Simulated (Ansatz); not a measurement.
```yaml
atoms:
  - { symbol: B, position_ang: [-1.1352, 1.4005, 0.5046] }
  - { symbol: C, position_ang: [-0.5543, 0.4172, -0.5957] }
  - { symbol: S, position_ang: [1.2640, 0.3224, -0.5760] }
  - { symbol: C, position_ang: [1.7907, 0.7990, -2.0281] }
  - { symbol: H, position_ang: [-0.4397, 1.8721, 1.3613] }
  - { symbol: H, position_ang: [-2.3142, 1.6117, 0.4481] }
  - { symbol: H, position_ang: [-0.9048, -0.5950, -0.3050] }
  - { symbol: H, position_ang: [-0.9206, 0.6071, -1.6171] }
  - { symbol: H, position_ang: [2.8771, 0.8466, -2.1791] }
  - { symbol: H, position_ang: [1.1238, 1.0794, -2.8540] }
```

The calculation used Ansatz, RKS B3LYP-D4/def2-SVP.

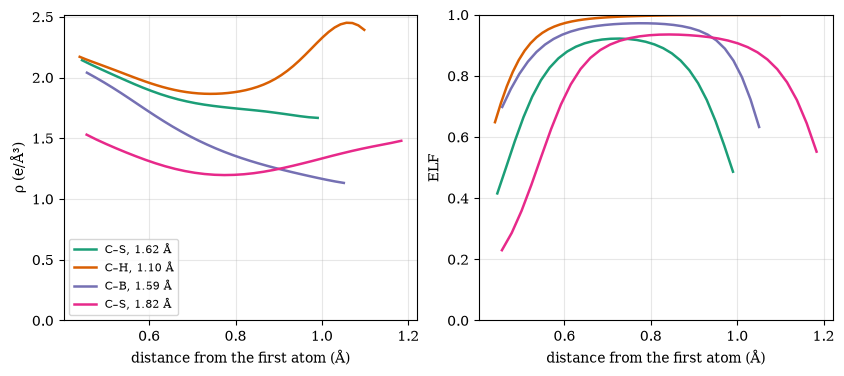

C2H6BS (charge +1). Electron density and ELF along straight lines between neighbouring atoms. The curves leave out the atomic cores.

### What can be read from the curves?

C–S (1.62 Å): the density is about 1.7 e/Å³ at the midpoint; the ELF peaks at about 0.90 between the atoms (localised, covalent bonding).
C–H (1.10 Å): the density is about 2 e/Å³ at the midpoint; the ELF climbs to about 1 towards the hydrogen, as it does in any bond to H; an ordinary covalent bond to hydrogen.
C–B (1.59 Å): ρ is about 1.4 e/Å³ halfway; the ELF peaks at about 1 between the atoms (a shared electron pair).
C–S (1.82 Å): ρ is about 1.3 e/Å³ halfway; the ELF peaks at about 0.95 between the atoms: localised, covalent bonding.
